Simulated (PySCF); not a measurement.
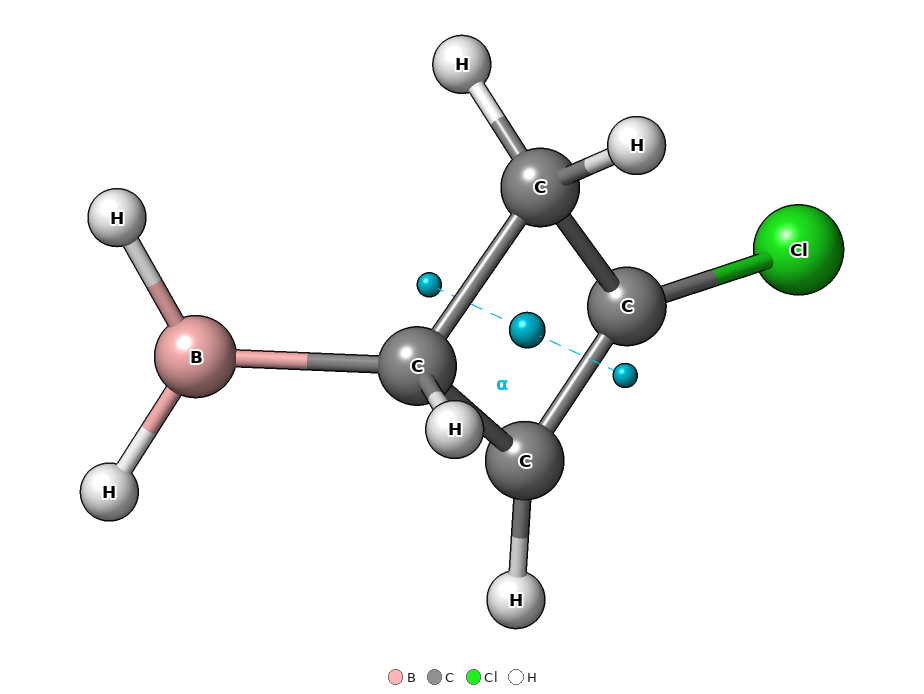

The small points mark where nucleus-independent chemical shifts (NICS) were computed: at the centre of each lettered ring and 1 Å above and below it. Computed geometry: GFN2-xTB optimisation. No frequency run is at hand to confirm it as a minimum. Properties computed with GIAO PBE0/pcSseg-1 NMR shielding, non-relativistic, gas phase (PySCF 2.14.0).

Give NICS(0), NICS(1) and the out-of-plane component NICS(1)zz for each ring (means of the two sides).

```
ring  members  NICS(0)  NICS(1)  NICS(1)zz
   α       C4     −4.8     −2.5       −0.6
```

Values in ppm.

The geometry is semi-empirical. Around B such bond lengths and angles can be off by a tenth of an ångström or more and by several degrees, and values that hang on the shape move with them.
